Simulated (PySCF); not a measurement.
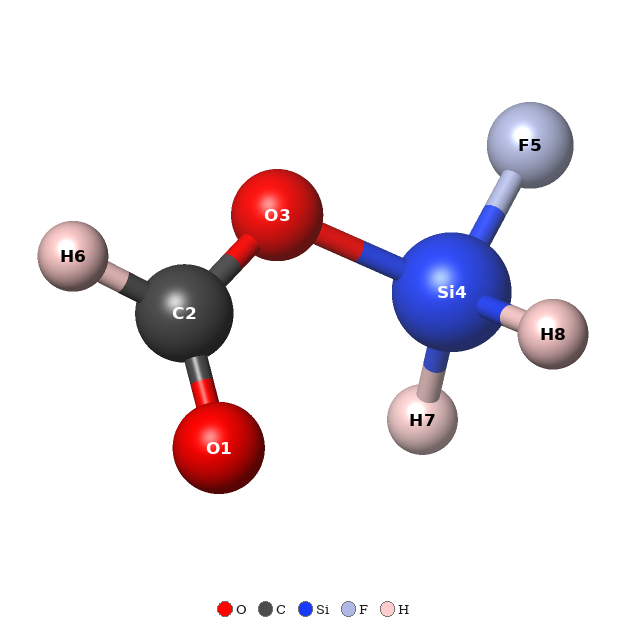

The geometry was computed by an optimisation with PBE0-D3(BJ)/def2-SVP. No frequency run is at hand to confirm it as a minimum. Method: B3LYP/6-31G* indirect spin-spin coupling, non-relativistic, gas phase (PySCF 2.14.0). Isotopes: 13C, 19F, 1H, 17O, 29Si.

Give the spin–spin coupling constants of these pairs, with the number of bonds between them: Si4/F5, Si4/H8, Si4/H7, O1/O3, O3/H6, C2/F5.

| pair | bonds apart | J (Hz) |
| --- | --- | --- |
| Si4, F5 | 1 | 275.6 |
| Si4, H8 | 1 | −249.3 |
| Si4, H7 | 1 | −249.6 |
| O1, O3 | 2 | −4.5 |
| O3, H6 | 2 | −32.8 |
| C2, F5 | 3 | 2.4 |

Density functionals are unreliable for couplings to fluorine, so those rows may be far off.
